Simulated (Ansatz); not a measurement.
# Nudged elastic band, with input and output: C₂H₆GeO₂ (part 2 of 2)

Continued. System: C₂H₆GeO₂. Method: RKS B3LYP-D4/def2-SVP (Ansatz 0.2.0). It belongs to a series of runs on one base structure; here: band between the two ends.

Geometry of the input (Å):
```
Ge -1.7176  0.4161  0.7006
O  0.0736  0.5859  0.8099
C  0.9098  -0.3531  0.2534
C  1.4251  -0.1943  -1.1181
O  2.2191  0.0724  0.0461
H  -2.2503  1.6199  1.4858
H  -2.1303  0.4555  -0.7866
H  -2.1291  -0.9277  1.3403
H  0.8124  -1.3623  0.6910
H  1.1200  0.6939  -1.6861
H  1.7327  -1.0635  -1.7156
```

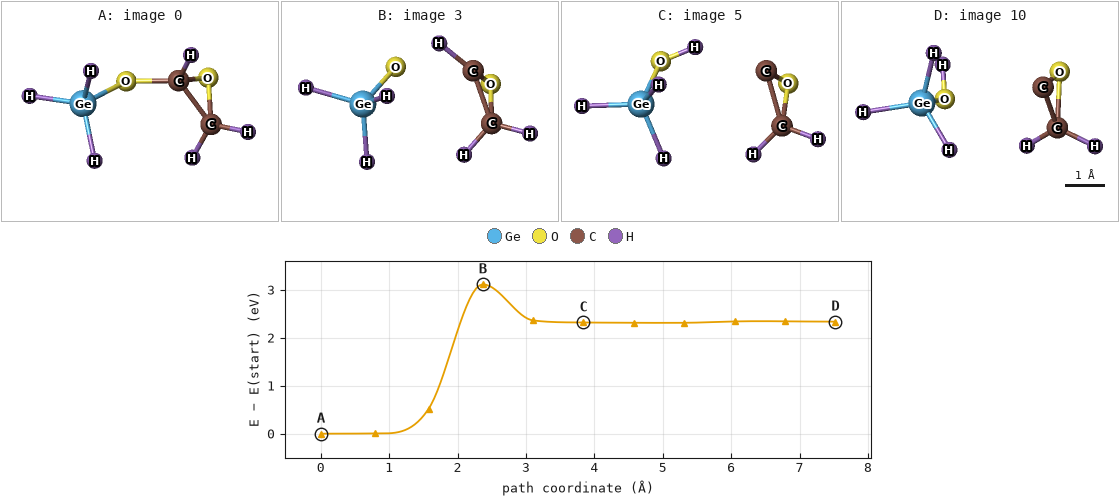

Images of the last band (counted from 0; ball-and-stick, seen at a tilt) above the energy along the path; the line is a cubic interpolation that uses the forces. The highest image is number 3, 3.114 eV above the start and 0.777 eV above the end (the climbing image); the end lies 2.337 eV above the start. The path is 7.52 Å long. The band converged in 26 iterations.

```
Total energy: -62769.42860051 eV, -2306.7339544221 hartree
Atom 0 at    -1.653965     0.478890     0.697626 Å, force    -0.000009    -0.000048    -0.006859 eV/Å
Atom 1 at     0.058286     0.596407     1.183913 Å, force    -0.002741    -0.000694    -0.003548 eV/Å
Atom 2 at     1.366465    -0.612774     0.237561 Å, force    -0.005726    -0.005209    -0.005713 eV/Å
Atom 3 at     1.306894    -0.457734    -1.210569 Å, force     0.002353     0.005393     0.003447 eV/Å
Atom 4 at     2.340995     0.061565    -0.293553 Å, force    -0.000432     0.000632    -0.001290 eV/Å
Atom 5 at    -2.506676     1.265257     1.715821 Å, force     0.001746    -0.001669     0.001340 eV/Å
Atom 6 at    -1.828156     1.087821    -0.718681 Å, force     0.001198     0.004021     0.001641 eV/Å
Atom 7 at    -2.110323    -1.003263     0.653220 Å, force     0.000725    -0.001577     0.003872 eV/Å
Atom 8 at     0.775507    -0.523286     1.265615 Å, force     0.002532     0.001318     0.006365 eV/Å
Atom 9 at     0.673115     0.319882    -1.646956 Å, force    -0.000981    -0.001179    -0.001201 eV/Å
Atom 10 at     1.643359    -1.269967    -1.863295 Å, force     0.001335    -0.000987     0.001945 eV/Å
Dipole moment:    -0.000287    -0.354233    -0.509958 e Å
this run last wrote the band of iteration 26 to [file]; this run last wrote the band within `neb.f_tol` of iteration 24 to [file]
```

**The last band as extended XYZ (Å, eV, eV/Å)**
```
11
Properties=species:S:1:pos:R:3:forces:R:3 image=0 energy=-62772.54212
Ge   -1.7176    0.4161    0.7006   -0.0018   0.0019  -0.0020
O     0.0736    0.5859    0.8099    0.0002   0.0011   0.0008
C     0.9098   -0.3531    0.2534    0.0060  -0.0016   0.0034
C     1.4251   -0.1943   -1.1181    0.0026  -0.0032  -0.0009
O     2.2191    0.0724    0.0461   -0.0047   0.0008   0.0021
H    -2.2503    1.6199    1.4858    0.0000  -0.0001   0.0002
H    -2.1303    0.4555   -0.7866    0.0010  -0.0012   0.0008
H    -2.1291   -0.9277    1.3403    0.0005   0.0004  -0.0006
H     0.8124   -1.3623    0.6910    0.0006  -0.0008  -0.0012
H     1.1200    0.6939   -1.6861   -0.0020   0.0032  -0.0016
H     1.7327   -1.0635   -1.7156   -0.0022  -0.0004  -0.0010
11
Properties=species:S:1:pos:R:3:forces:R:3 image=1 energy=-62772.53674
Ge   -1.6744    0.4529    0.6447   -0.0038   0.0073  -0.0006
O     0.1054    0.5862    0.9005   -0.0004  -0.0059   0.0028
C     0.9715   -0.3222    0.3388   -0.0029   0.0014  -0.0020
C     1.3125   -0.2829   -1.0953    0.0022   0.0005   0.0039
O     2.1986    0.1934   -0.0755   -0.0007   0.0018   0.0010
H    -2.2708    1.4799    1.6143    0.0036   0.0046   0.0003
H    -1.9878    0.7905   -0.8281   -0.0012  -0.0118  -0.0036
H    -2.1188   -0.9885    0.9755   -0.0012   0.0018   0.0054
H     1.0340   -1.2750    0.8916    0.0011  -0.0064  -0.0069
H     0.8590    0.4976   -1.7203    0.0031   0.0040  -0.0008
H     1.6362   -1.1891   -1.6256    0.0002   0.0027   0.0005
11
Properties=species:S:1:pos:R:3:forces:R:3 image=2 energy=-62772.01765
Ge   -1.6310    0.4877    0.6413    0.1091   0.0595  -0.1705
O     0.1500    0.6408    0.9364    0.3277   0.2127  -1.0202
C     1.0617   -0.3171    0.3575   -1.1945   1.1599   0.4329
C     1.2692   -0.4247   -1.1155   -0.1891   0.1447   0.3797
O     2.2392    0.1351   -0.2168   -0.4106   0.3121   0.3120
H    -2.4288    1.2601    1.7159    0.3269   0.0057   0.0026
H    -1.8639    1.0979   -0.7501   -0.1483   0.0048  -0.1212
H    -2.0763   -0.9965    0.6596    0.1515   0.0145   0.0123
H     1.0456   -0.9817    1.2015    1.1106  -1.8501  -0.2451
H     0.7012    0.3270   -1.6821    0.1016   0.0155  -0.1501
H     1.5986   -1.2858   -1.7269   -0.1849  -0.0792   0.5675
11
Properties=species:S:1:pos:R:3:forces:R:3 image=3 energy=-62769.42834
Ge   -1.6540    0.4789    0.6976    0.0000   0.0000  -0.0069
O     0.0583    0.5964    1.1839   -0.0027  -0.0007  -0.0035
C     1.3665   -0.6128    0.2376   -0.0057  -0.0052  -0.0057
C     1.3069   -0.4577   -1.2106    0.0024   0.0054   0.0034
O     2.3410    0.0616   -0.2936   -0.0004   0.0006  -0.0013
H    -2.5067    1.2653    1.7158    0.0017  -0.0017   0.0013
H    -1.8282    1.0878   -0.7187    0.0012   0.0040   0.0016
H    -2.1103   -1.0033    0.6532    0.0007  -0.0016   0.0039
H     0.7755   -0.5233    1.2656    0.0025   0.0013   0.0064
H     0.6731    0.3199   -1.6470   -0.0010  -0.0012  -0.0012
H     1.6434   -1.2700   -1.8633    0.0013  -0.0010   0.0019
11
Properties=species:S:1:pos:R:3:forces:R:3 image=4 energy=-62770.17981
Ge   -1.7057    0.4689    0.7563   -0.0150  -0.0050   0.0277
O    -0.0391    0.6275    1.3918   -0.0592   0.0406   0.0696
C     1.6058   -0.8183    0.1253    0.0783  -0.0720  -0.0465
C     1.3794   -0.4873   -1.3142    0.0271  -0.0110  -0.0268
O     2.4876   -0.0816   -0.4394    0.0582  -0.0433  -0.0559
H    -2.6116    1.2677    1.7096   -0.0389   0.0017  -0.0078
H    -1.7572    1.0887   -0.6614    0.0203  -0.0088   0.0169
H    -2.1238   -1.0165    0.6890   -0.0004  -0.0068   0.0107
H     0.4660   -0.2144    1.4336   -0.0938   0.0913   0.0597
H     0.7073    0.3285   -1.5943    0.0136  -0.0016   0.0185
H     1.6568   -1.2205   -2.0757    0.0098   0.0147  -0.0663
11
Properties=species:S:1:pos:R:3:forces:R:3 image=5 energy=-62770.22294
Ge   -1.7602    0.4418    0.8463    0.0031  -0.0014   0.0073
O    -0.1535    0.5790    1.6193   -0.0109   0.0016   0.0017
C     1.5649   -0.8518    0.0023   -0.0063   0.0069  -0.0175
C     1.4588   -0.4112   -1.4239    0.0071   0.0025   0.0281
O     2.5995   -0.2940   -0.5013    0.0056  -0.0063  -0.0036
H    -2.6619    1.4352    1.5978   -0.0011   0.0045  -0.0027
H    -1.6669    0.8436   -0.6480    0.0028  -0.0062  -0.0014
H    -2.3050   -1.0011    0.9530   -0.0025  -0.0003   0.0047
H     0.4070   -0.2063    1.4629    0.0018  -0.0044   0.0008
H     0.9745    0.5411   -1.6566    0.0025   0.0005  -0.0119
H     1.6082   -1.1335   -2.2312   -0.0022   0.0027  -0.0056
11
Properties=species:S:1:pos:R:3:forces:R:3 image=6 energy=-62770.22920
Ge   -1.8012    0.4156    0.8770    0.0005   0.0017  -0.0095
O    -0.1606    0.5000    1.5853   -0.0002   0.0002   0.0020
C     1.5238   -0.9153   -0.0729   -0.0006   0.0045  -0.0016
C     1.5215   -0.3213   -1.4449   -0.0012  -0.0027  -0.0055
O     2.6230   -0.3969   -0.4727    0.0010  -0.0011   0.0018
H    -2.5315    1.6533    1.4233    0.0003  -0.0024   0.0034
H    -1.7211    0.4861   -0.6691    0.0007  -0.0040  -0.0019
H    -2.5208   -0.8887    1.2910   -0.0020   0.0032   0.0063
H     0.3566   -0.3118    1.4174   -0.0004  -0.0020  -0.0005
H     1.1251    0.6867   -1.5941    0.0015   0.0018   0.0048
H     1.6507   -0.9650   -2.3197    0.0002   0.0008   0.0006
11
Properties=species:S:1:pos:R:3:forces:R:3 image=7 energy=-62770.22942
Ge   -1.7994    0.3882    0.8661    0.0158   0.0148   0.0201
O    -0.1168    0.4840    1.4802   -0.0198  -0.0237  -0.0114
C     1.4527   -1.0271   -0.1555    0.0055  -0.0023   0.0016
C     1.5279   -0.2243   -1.4144    0.0017   0.0028   0.0042
O     2.6044   -0.5671   -0.4726    0.0035   0.0076  -0.0033
H    -2.4060    1.7650    1.1818    0.0009   0.0057  -0.0036
H    -1.7959    0.1347   -0.6613   -0.0051  -0.0038   0.0053
H    -2.5778   -0.7387    1.5824   -0.0043  -0.0021  -0.0108
H     0.3367   -0.3754    1.3879    0.0040   0.0059   0.0045
H     1.2368    0.8292   -1.3906   -0.0021  -0.0004  -0.0070
H     1.6029   -0.7258   -2.3833   -0.0001  -0.0046   0.0004
11
Properties=species:S:1:pos:R:3:forces:R:3 image=8 energy=-62770.20107
Ge   -1.7469    0.3856    0.8190    0.0049   0.0054   0.0186
O    -0.0379    0.6875    1.3040   -0.0066  -0.0039   0.0021
C     1.1830   -1.1916   -0.2982    0.0143   0.0063   0.0036
C     1.5070   -0.2211   -1.3922   -0.0042  -0.0021   0.0069
O     2.4079   -0.8231   -0.4012    0.0111   0.0065  -0.0021
H    -2.4857    1.6924    1.1546    0.0007   0.0082  -0.0105
H    -1.8190    0.0971   -0.6962    0.0022  -0.0012   0.0029
H    -2.3134   -0.8015    1.6261   -0.0097  -0.0005  -0.0059
H     0.3915   -0.1471    1.5441   -0.0013  -0.0170  -0.0076
H     1.3132    0.8412   -1.2251   -0.0034   0.0019  -0.0067
H     1.6657   -0.5766   -2.4141   -0.0079  -0.0038  -0.0014
11
Properties=species:S:1:pos:R:3:forces:R:3 image=9 energy=-62770.19829
Ge   -1.7178    0.3674    0.7917    0.0026  -0.0046   0.0091
O     0.0180    0.7778    1.0824    0.0005   0.0030  -0.0071
C     0.9253   -1.2595   -0.4645   -0.0040  -0.0004  -0.0061
C     1.5302   -0.2431   -1.3864   -0.0005  -0.0041   0.0054
O     2.1800   -1.0149   -0.3217   -0.0031  -0.0022   0.0015
H    -2.5450    1.5802    1.2672   -0.0013  -0.0003  -0.0030
H    -1.8910    0.1624   -0.7227   -0.0027   0.0049   0.0013
H    -2.0937   -0.8937    1.5938    0.0036  -0.0046  -0.0027
H     0.4215    0.1841    1.7286   -0.0008   0.0061   0.0030
H     1.4047    0.8160   -1.1514    0.0027   0.0004  -0.0010
H     1.8333   -0.5340   -2.3964    0.0031   0.0018  -0.0004
11
Properties=species:S:1:pos:R:3:forces:R:3 image=10 energy=-62770.20533
Ge   -1.7463    0.3531    0.8000   -0.0004   0.0008  -0.0021
O    -0.0140    0.8608    0.8987    0.0021  -0.0047   0.0128
C     0.7959   -1.2591   -0.5618    0.0052  -0.0006   0.0017
C     1.6122   -0.3006   -1.3765   -0.0015   0.0019   0.0011
O     2.0403   -1.1421   -0.2545   -0.0061  -0.0017  -0.0012
H    -2.5974    1.4159    1.5339    0.0007  -0.0002  -0.0010
H    -2.0698    0.3467   -0.7000   -0.0009  -0.0004   0.0006
H    -1.9395   -1.0255    1.4592    0.0008   0.0004   0.0005
H     0.4136    0.5418    1.7047   -0.0023   0.0038  -0.0100
H     1.5567    0.7636   -1.1376    0.0015  -0.0019  -0.0037
H     2.0139   -0.6117   -2.3455    0.0008   0.0024   0.0014
```

**Results in brief**

```tsv
quantity	value
outcome	converged
barrier, forward	3.114 eV
barrier, backward	0.777 eV
hardware	2 threads of AMD EPYC (Zen 5), 16 GiB of memory available, shared host
wall time	4.5 min (CPU time 8.7 min)
peak memory	0.35 GiB
```

**Notes**

The order of the saddle point was not checked.
